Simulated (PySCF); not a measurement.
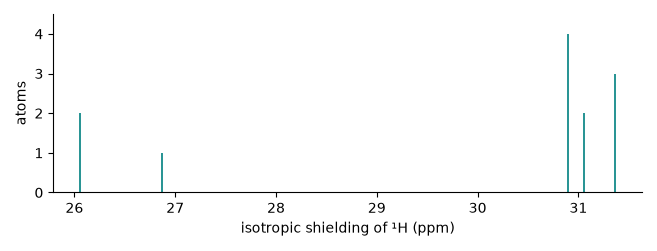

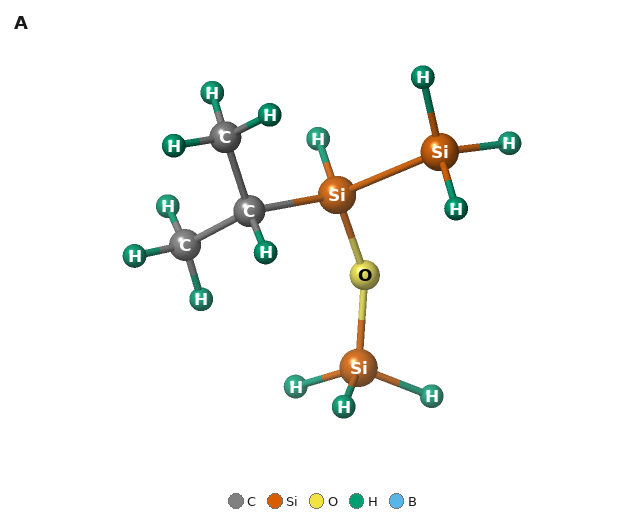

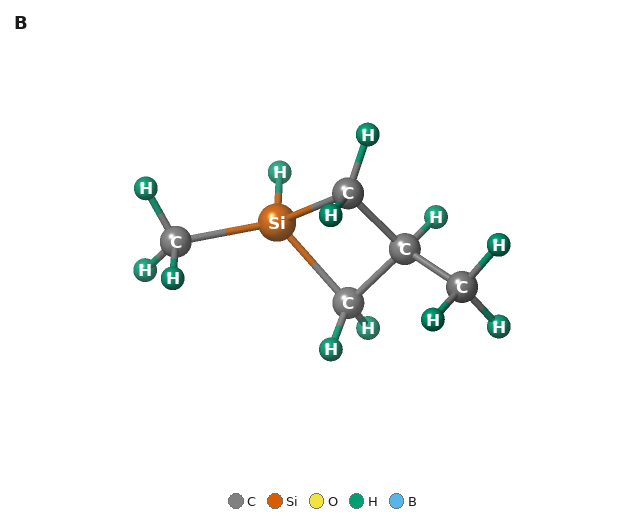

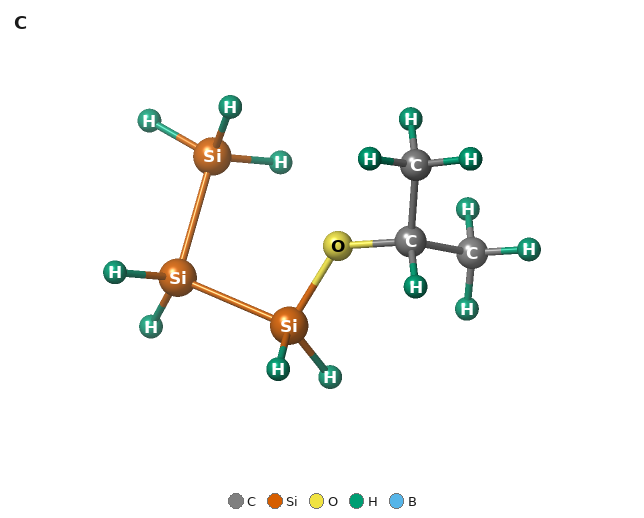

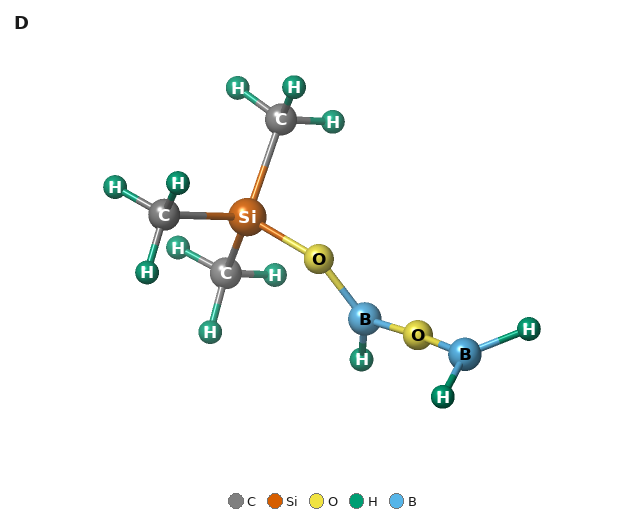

The sticks are computed shieldings of one of the molecules, for one fixed geometry (PBE0-D3(BJ)/def2-SVP) without averaging over rotations. Low shielding means a high chemical shift. Method: GIAO KT3/pcSseg-1 NMR shielding, non-relativistic, gas phase (PySCF 2.14.0).

### Which molecule gives this pattern?

D, `BOBO[Si](C)(C)C`. Its 12 H atoms give lines at 26.05 (2 atoms), 26.87, 30.89 (4 atoms), 31.05 (2 atoms), 31.37 (3 atoms) ppm.
